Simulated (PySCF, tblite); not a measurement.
# C₂H₁₃Si₄ radical: geometry, infrared bands and EPR parameters

What infrared bands and EPR parameters should C₂H₁₃Si₄ radical (`C[Si@@H]([SiH3])[SiH]C[SiH3]`) show?

Computed with tblite 0.8.0 and PySCF 2.14.0, with density-fitted response routines of our own, on a single molecule in the gas phase. Atoms count from 0, in the outputs and in this text.

## (1) Starting geometry

19 atoms, charge 0, multiplicity 2; geometry from: force field or distance geometry start.

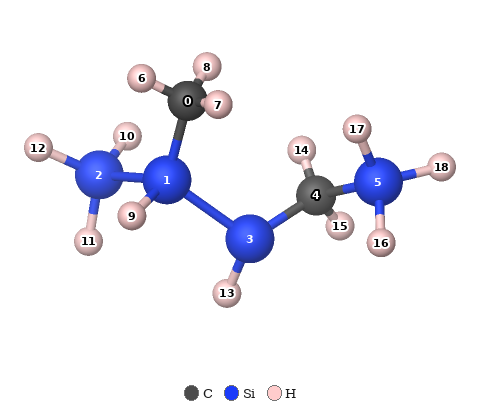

The starting geometry (carbon dark grey, silicon blue, hydrogen pink), atoms numbered.

## (2) Geometry optimisation with GFN2-xTB

What the job is given:

```
{"job": {"kind": "relax", "xc": "GFN2-xTB", "basis": "xTB"}, "charge": 0, "multiplicity": 2}
C     -0.861000     1.939300     0.299600
Si    -1.247000     0.191100     0.733100
Si    -2.872800    -0.699300    -0.499600
Si     0.481000    -1.176700     0.679000
C      1.665400    -0.913400    -0.696000
Si     3.097800     0.061800     0.010500
H     -1.800300     2.540600     0.472400
H     -0.104600     2.401000     0.990400
H     -0.614800     2.094300    -0.766500
H     -1.768600     0.194700     2.130500
H     -2.501900    -0.664000    -1.913400
H     -3.044100    -2.091700    -0.040900
H     -4.106500     0.069800    -0.219200
H     -0.006200    -2.560700     0.756300
H      1.227700    -0.423100    -1.588800
H      2.106200    -1.880900    -1.032700
H      3.357200    -0.527900     1.348300
H      2.682300     1.460900     0.138300
H      4.300400    -0.006500    -0.808800
```

On the command line:

```bash
$ OMP_NUM_THREADS=1 python probes_run.py task.json out
```

This one command runs all jobs of the session in turn.

The log of the run:

```text
step      E/eV     max force
  0    -481.94482    2.371
  1    -482.15192    0.896
  2    -482.21565    0.539
  3    -482.26065    0.596
  4    -482.31764    0.489
  5    -482.35273    0.403
  6    -482.37760    0.371
  7    -482.39961    0.354
  8    -482.41927    0.356
  9    -482.43792    0.400
 10    -482.45364    0.322
 11    -482.46338    0.256
 12    -482.46963    0.244
 13    -482.47542    0.235
 14    -482.48155    0.221
 15    -482.48823    0.226
 16    -482.49556    0.231
 17    -482.50276    0.185
 18    -482.50819    0.150
 19    -482.51221    0.128
 20    -482.51604    0.160
 21    -482.52012    0.176
 22    -482.52442    0.129
 23    -482.52812    0.121
 24    -482.53087    0.120
 25    -482.53346    0.159
 26    -482.53635    0.134
 27    -482.53934    0.127
 28    -482.54256    0.118
 29    -482.54614    0.208
 30    -482.55008    0.260
 31    -482.55405    0.215
 32    -482.55727    0.117
 33    -482.55949    0.108
 34    -482.56139    0.129
 35    -482.56311    0.140
 36    -482.56452    0.094
 37    -482.56570    0.079
 38    -482.56683    0.088
 39    -482.56817    0.132
 40    -482.56984    0.150
 41    -482.57150    0.106
 42    -482.57271    0.068
 43    -482.57352    0.058
 44    -482.57426    0.064
 45    -482.57519    0.073
 46    -482.57641    0.093
 47    -482.57772    0.087
 48    -482.57880    0.064
 49    -482.57970    0.061
 50    -482.58058    0.088
 51    -482.58148    0.091
 52    -482.58243    0.067
 53    -482.58334    0.068
 54    -482.58426    0.080
 55    -482.58527    0.126
 56    -482.58634    0.125
 57    -482.58724    0.076
 58    -482.58792    0.054
 59    -482.58851    0.067
 60    -482.58909    0.068
 61    -482.58960    0.055
 62    -482.58994    0.035
 63    -482.59016    0.032
 64    -482.59036    0.044
 65    -482.59061    0.047
 66    -482.59085    0.033
 67    -482.59104    0.034
 68    -482.59120    0.033
 69    -482.59141    0.048
 70    -482.59173    0.059
 71    -482.59208    0.047
 72    -482.59231    0.023
 73    -482.59242    0.020
 74    -482.59250    0.021
 75    -482.59258    0.025
 76    -482.59268    0.023
 77    -482.59277    0.019
 78    -482.59284    0.016
 79    -482.59290    0.019
 80    -482.59297    0.020
 81    -482.59305    0.026
 82    -482.59312    0.028
 83    -482.59317    0.022
 84    -482.59321    0.015
 85    -482.59326    0.018
 86    -482.59331    0.026
 87    -482.59339    0.029
 88    -482.59347    0.023
 89    -482.59355    0.016
 90    -482.59360    0.017
 91    -482.59365    0.018
 92    -482.59372    0.028
 93    -482.59386    0.038
 94    -482.59410    0.049
 95    -482.59436    0.044
 96    -482.59454    0.027
 97    -482.59464    0.024
 98    -482.59474    0.031
 99    -482.59493    0.039
100    -482.59523    0.055
101    -482.59558    0.053
102    -482.59579    0.031
103    -482.59589    0.024
104    -482.59597    0.031
105    -482.59609    0.034
106    -482.59629    0.037
107    -482.59646    0.024
108    -482.59654    0.017
109    -482.59658    0.015
110    -482.59664    0.015
111    -482.59672    0.022
112    -482.59684    0.025
113    -482.59698    0.029
114    -482.59711    0.032
115    -482.59724    0.030
116    -482.59735    0.031
117    -482.59745    0.027
118    -482.59756    0.021
119    -482.59766    0.027
120    -482.59778    0.029
121    -482.59792    0.026
122    -482.59808    0.022
123    -482.59826    0.024
124    -482.59840    0.030
125    -482.59852    0.031
126    -482.59860    0.023
127    -482.59867    0.021
128    -482.59874    0.021
129    -482.59883    0.032
130    -482.59891    0.030
131    -482.59896    0.019
132    -482.59900    0.011
133    -482.59902    0.011
134    -482.59905    0.013
135    -482.59909    0.017
136    -482.59913    0.021
137    -482.59918    0.017
138    -482.59924    0.022
139    -482.59931    0.026
140    -482.59942    0.033
141    -482.59959    0.041
142    -482.59983    0.041
143    -482.60013    0.039
144    -482.60045    0.036
145    -482.60076    0.035
146    -482.60110    0.040
147    -482.60149    0.059
148    -482.60191    0.066
149    -482.60234    0.062
150    -482.60276    0.064
151    -482.60201    0.126
152    -482.60346    0.064
153    -482.60376    0.048
154    -482.60460    0.049
155    -482.60481    0.044
156    -482.60537    0.053
157    -482.60581    0.050
158    -482.60642    0.055
159    -482.60690    0.050
160    -482.60723    0.054
161    -482.60765    0.036
162    -482.60802    0.040
163    -482.60834    0.050
164    -482.60864    0.049
165    -482.60906    0.058
166    -482.60957    0.075
167    -482.61020    0.072
168    -482.61085    0.078
169    -482.60962    0.179
170    -482.61154    0.060
171    -482.61182    0.044
172    -482.61237    0.058
173    -482.61285    0.127
174    -482.61375    0.046
175    -482.61440    0.047
176    -482.61631    0.115
177    -482.61793    0.075
178    -482.62052    0.128
179    -482.62327    0.154
180    -482.62700    0.148
181    -482.60096    0.555
182    -482.63075    0.182
183    -482.62886    0.209
184    -482.63320    0.088
185    -482.63441    0.136
186    -482.63622    0.101
187    -482.64069    0.094
188    -482.64252    0.197
189    -482.64422    0.096
190    -482.64554    0.071
191    -482.64639    0.080
192    -482.64666    0.099
193    -482.64742    0.055
194    -482.64795    0.042
195    -482.64853    0.047
196    -482.64896    0.034
197    -482.64940    0.037
198    -482.64970    0.036
199    -482.64987    0.030
200    -482.64999    0.019
201    -482.65011    0.021
202    -482.65018    0.021
203    -482.65025    0.014
204    -482.65029    0.012
205    -482.65033    0.014
206    -482.65036    0.011
207    -482.65038    0.008
```

Run time: 2.1 s. Hardware: 1 thread of Arm Neoverse V1, shared host.

Step by step: (not every step is listed)

```tsv
step	energy from step 0 (eV)	largest force (eV/Å)
0	0.0000	2.3713
1	-0.2071	0.8962
2	-0.2708	0.5385
3	-0.3158	0.5964
4	-0.3728	0.4889
5	-0.4079	0.4032
6	-0.4328	0.3715
7	-0.4548	0.3544
8	-0.4744	0.3565
27	-0.5945	0.1271
46	-0.6316	0.0930
65	-0.6458	0.0470
84	-0.6484	0.0148
103	-0.6511	0.0243
122	-0.6533	0.0217
141	-0.6548	0.0411
160	-0.6624	0.0539
179	-0.6784	0.1540
198	-0.7049	0.0357
202	-0.7054	0.0206
203	-0.7054	0.0140
204	-0.7055	0.0124
205	-0.7055	0.0143
206	-0.7055	0.0115
207	-0.7056	0.0085
```

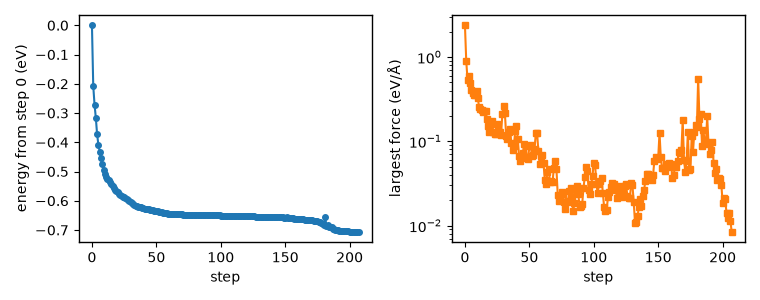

Energy and largest force along the relaxation.

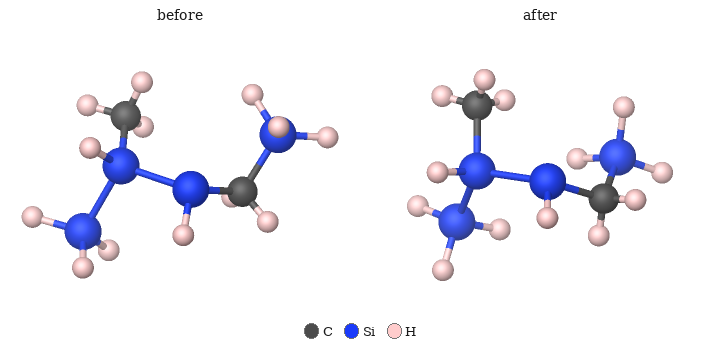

Before and after, at one scale.

Distances of close pairs at the start and the end, largest changes first:

```tsv
bond	before (Å)	after (Å)	change (Å)
Si1–Si2	2.226	2.328	+0.102
Si1–Si3	2.204	2.299	+0.094
Si3–C4	1.834	1.918	+0.084
C0–Si1	1.842	1.911	+0.069
C0–H6	1.129	1.087	-0.042
C0–H7	1.124	1.086	-0.038
C4–H15	1.115	1.090	-0.025
C4–Si5	1.871	1.896	+0.025
```

The next job starts from the end point, and lists it.

## (3) Infrared spectrum with GFN2-xTB

What the job is given:

```
{"job": {"kind": "ir", "xc": "GFN2-xTB", "basis": "xTB"}, "charge": 0, "multiplicity": 2}
C     -0.797136     1.812997     1.244695
Si    -1.263723    -0.016761     0.948401
Si    -2.425657    -0.155863    -1.064608
Si     0.632476    -1.261484     1.320981
C      1.825799    -1.415625    -0.172118
Si     2.353106     0.216000    -0.981563
H     -1.681017     2.445059     1.245910
H     -0.297344     1.951367     2.198623
H     -0.131372     2.183158     0.470236
H     -2.181366    -0.355047     2.064011
H     -1.473154    -0.121428    -2.182413
H     -3.128229    -1.439830    -1.167814
H     -3.418819     0.886422    -1.349492
H      0.454531    -2.658449     1.785246
H      1.344879    -2.042328    -0.926695
H      2.718559    -1.957783     0.140600
H      2.985537     1.075166     0.022406
H      1.172835     0.892936    -1.530187
H      3.300290    -0.029257    -2.073679
```

The log of the run:

```text
mode    cm-1     km/mol
  1     -24.2      0.02
  2      34.5      0.27
  3      48.9      0.22
  4      66.2      0.85
  5     114.3      0.25
  6     117.6      2.74
  7     133.9      0.90
  8     145.8      2.89
  9     154.9      2.61
 10     210.2      2.01
 11     363.2      7.00
 12     378.4      5.74
 13     409.9     25.46
 14     431.8     23.37
 15     478.9      8.62
 16     489.7     11.95
 17     519.3     27.46
 18     569.0    244.40
 19     597.6     64.32
 20     619.0     99.39
 21     680.6     53.91
 22     701.6    264.76
 23     721.2     25.04
 24     778.7    568.24
 25     788.6    273.37
 26     798.4    220.15
 27     805.1    216.80
 28     810.7     99.79
 29     814.0     53.69
 30     820.2    152.71
 31     826.4    192.12
 32     834.8    126.49
 33    1005.6     19.52
 34    1121.3     39.42
 35    1378.3      4.37
 36    1452.5      1.43
 37    1501.9      0.27
 38    1504.0      0.20
 39    2052.2    305.33
 40    2068.8    444.65
 41    2197.1    538.43
 42    2207.9    321.50
 43    2215.6    240.68
 44    2225.8    246.18
 45    2237.0    370.15
 46    2248.3    206.49
 47    2937.3     23.69
 48    2974.6     18.86
 49    3027.4     35.21
 50    3032.7     35.13
 51    3038.1      6.67
```

Wall time 1 s (1 thread of Arm Neoverse V1, shared host).

Which atoms move in the most intense modes:

```tsv
cm⁻¹	km/mol	atoms
702	264.8	C4 32 %, Si3 22 %, H13 18 %
779	568.2	H11 25 %, H10 23 %, H12 23 %
789	273.4	H16 54 %, H18 19 %, H17 17 %
2052	305.3	H9 94 %
2069	444.6	H13 94 %
2197	538.4	H10 80 %
2208	321.5	H12 80 %
2237	370.1	H18 82 %
```

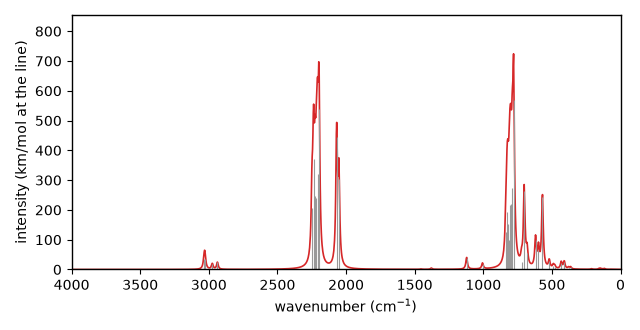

The infrared spectrum from these modes, unscaled. Lines are broadened to a width of 14 cm⁻¹ (Lorentzian).

## (4) g tensor and hyperfine couplings: B3LYP/pcH-1

Settings changed since step 3:

```diff
@@ -1,2 +1,2 @@
-{"job": {"kind": "ir", "xc": "GFN2-xTB", "basis": "xTB"}, "charge": 0, "multiplicity": 2}
+{"job": {"kind": "epr", "basis": "pcH-1"}, "charge": 0, "multiplicity": 2}
 C     -0.797136     1.812997     1.244695
```

Level: UKS B3LYP, pcH-1 on C H Si, non-relativistic, mean-field spin-orbit, GIAO.

The log of the run:

```text
UKS, coarse grid
  cycle   1  E = -1241.96407490  |g| = 4.01e-01
  cycle   2  E = -1241.91039576  |g| = 4.85e-01
  cycle   3  E = -1242.03295600  |g| = 5.96e-02
  cycle   4  E = -1242.03488072  |g| = 1.70e-02
  cycle   5  E = -1242.03502822  |g| = 7.28e-03
  cycle   6  E = -1242.03505698  |g| = 1.47e-03
  cycle   7  E = -1242.03505808  |g| = 5.15e-04
UKS, final grid
  cycle   1  E = -1242.03507899  |g| = 5.27e-04
  cycle   2  E = -1242.03507893  |g| = 6.47e-04
  cycle   3  E = -1242.03507918  |g| = 7.23e-05
  cycle   4  E = -1242.03507918  |g| = 2.08e-05
E = -1242.03507918 Eh   <S^2> = 0.7523 (exact 0.7500)
g shifts (ppm)      1          2          3
  rmc          -129       -129       -129
  gc              9         37         49
  oz_so         -62       1738       3709
  total        -182       1646       3629
hyperfine (MHz)  atom isotope    a_iso     a_fc   dipolar eigenvalues
    0   13C      11.08      11.08     -0.75     -0.50      1.25
    1  29Si     -31.64     -31.68    -10.14      3.43      6.71
    2  29Si     -50.40     -50.46    -10.31      4.66      5.65
    3  29Si    -403.13    -404.05   -164.25     81.30     82.95
    4   13C       9.07       9.03     -3.03     -2.88      5.91
    5  29Si      -4.91      -4.91     -0.97      0.26      0.71
    6    1H      -1.04      -1.04     -1.15     -0.67      1.82
    7    1H      -0.40      -0.40     -2.43     -1.21      3.64
    8    1H       0.11       0.11     -1.58     -1.08      2.66
    9    1H      -2.94      -2.94     -2.40     -1.19      3.59
   10    1H      -2.46      -2.46     -1.27     -0.40      1.68
   11    1H      -1.60      -1.60     -1.19     -0.46      1.65
   12    1H      21.11      21.11     -1.10     -0.22      1.32
   13    1H      25.74      25.71     -9.21      1.52      7.70
   14    1H      58.38      58.38     -3.90      0.52      3.38
   15    1H       6.41       6.40     -3.50     -2.31      5.81
   16    1H      -0.25      -0.25     -1.77     -1.42      3.19
   17    1H       0.03       0.03     -1.16     -1.10      2.26
   18    1H      -1.04      -1.04     -0.82     -0.63      1.45
```

Wall time 2.8 min (1 thread of Arm Neoverse V1, shared host); peak memory 1.1 GiB.

Principal g values 2.00214, 2.00397, 2.00595; g(iso) = 2.00402, against 2.00232 for a free electron.

Hyperfine couplings; where a row names several nuclei, a(iso) is their mean (it holds for fast rotation or exchange) and the dipolar term the largest among them:

```tsv
nuclei	isotope	a(iso) (MHz)	a(iso) (G, at g = 2.0023)	largest dipolar term (MHz)
Si3	29Si	-403.1	-143.8	-164.2
H14	1H	58.4	20.8	-3.9
Si2	29Si	-50.4	-18.0	-10.3
Si1	29Si	-31.6	-11.3	-10.1
H13	1H	25.7	9.2	-9.2
C0	13C	11.1	4.0	1.3
C4	13C	9.1	3.2	5.9
H15	1H	6.4	2.3	5.8
H10, H11, H12	1H	5.7	2.0	1.7
Si5	29Si	-4.9	-1.8	-1.0
H9	1H	-2.9	-1.0	3.6
H6, H7, H8	1H	-0.4	-0.2	3.6
H16, H17, H18	1H	-0.4	-0.1	3.2
```

Mulliken spin populations:

C0 0.00; Si1 0.02; Si2 0.04; Si3 0.93; C4 -0.01; Si5 0.00; H6 0.00; H7 0.00; H8 0.00; H9 0.00; H10 0.00; H11 0.00; H12 0.01; H13 -0.01; H14 0.02; H15 0.00; H16 0.00; H17 0.00; H18 0.00

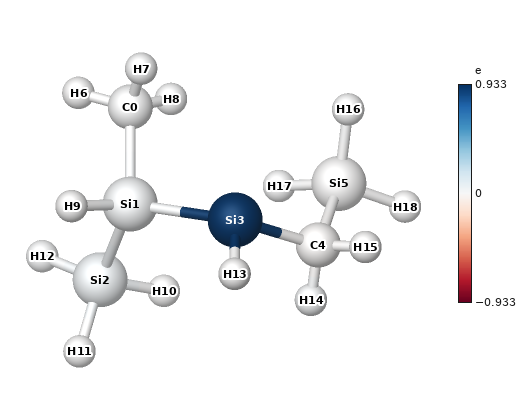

Mulliken spin populations, as colours on the atoms.

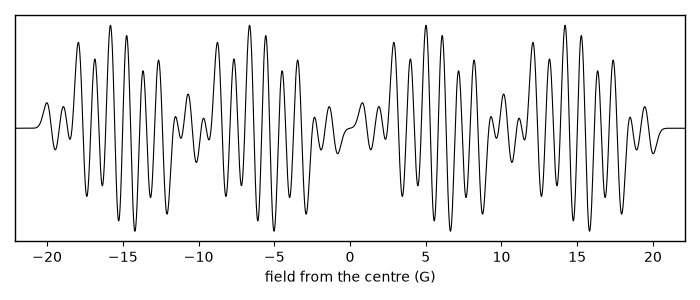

First-order isotropic spectrum (first derivative, main isotopes with spin only, couplings over 0.8 MHz, Gaussian width 0.3 G; couplings of the frozen geometry, rotation of groups not averaged beyond the rows shown).

Orbitals, density, ELF and potential are computed afterwards from the orbital file.

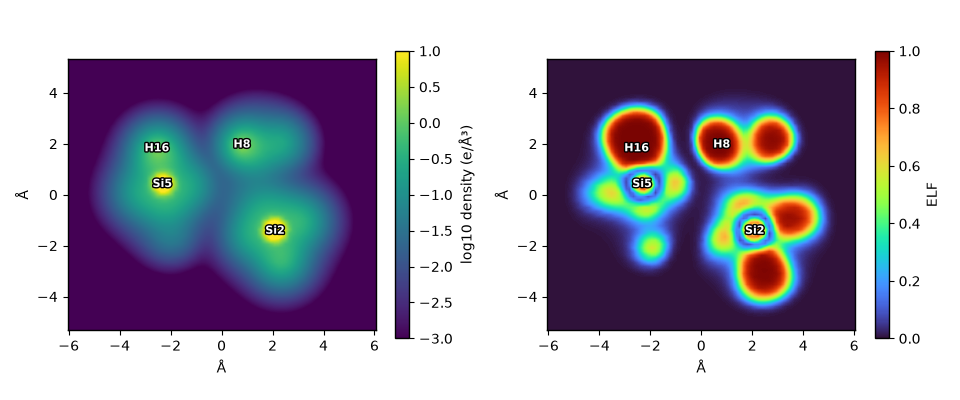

Density (left) and ELF (right) in a plane through or near 4 of the atoms.

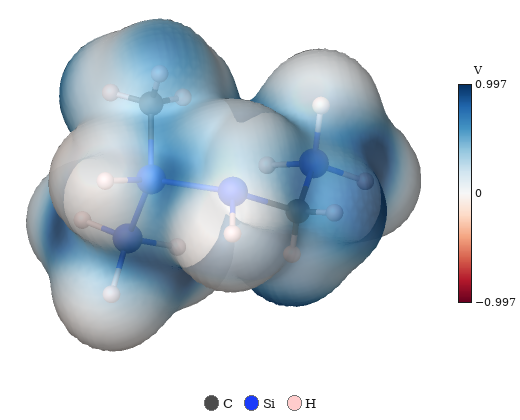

The potential that a unit positive charge feels on the 0.002 e/bohr³ surface, from -0.08 to 1.00 V.

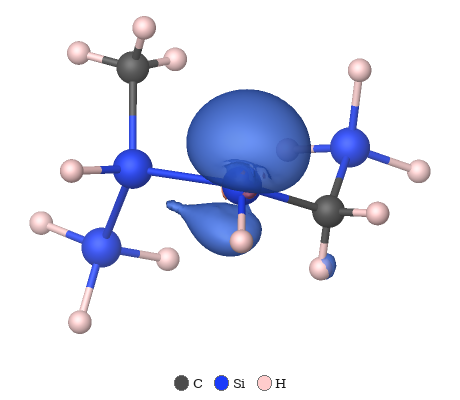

Spin density at ±0.04 e/Å³ (alpha excess blue, beta excess red).

## (5) Outcome

```
                                                                  quantity                    value
                                 strongest single infrared mode (GFN2-xTB)     779 cm⁻¹, 568 km/mol
                                              zero-point energy (GFN2-xTB)            79.6 kcal/mol
                                                            g(iso) (B3LYP)                  2.00402
                                                                      ⟨S²⟩       0.752 (exact 0.75)
                                        largest a(iso) (averaged by class)  29Si on Si3, -403.1 MHz
potential on the surface of density 0.002 e/bohr³, 1st and 99th percentile       -0.08 V and 1.00 V
```

Relaxing lowered the energy by 0.706 eV in 207 steps; the close pair that moved most is Si1–Si2, from 2.226 to 2.328 Å. The lowest mode is imaginary (24i cm⁻¹), so the xTB geometry is not a minimum: the zero-point energy counts the real modes alone, and all values at this geometry belong to a saddle point. The strongest single mode, at 779 cm⁻¹, has its largest shares on H11, H10 and H12 (the list is cut at 3 atoms). GFN2-xTB is a fitted tight-binding method: band positions and strengths are rough. Its intensities can rank the bands wrongly. Si3 carries the largest spin population, 0.93 e. The isotropic g lies 1.7 ppt above the free-electron value. These values are for one conformer; the search (at its own cheap level) found 2 more, at 0.87, 1.26 kcal/mol, and measured spectra average over such forms.
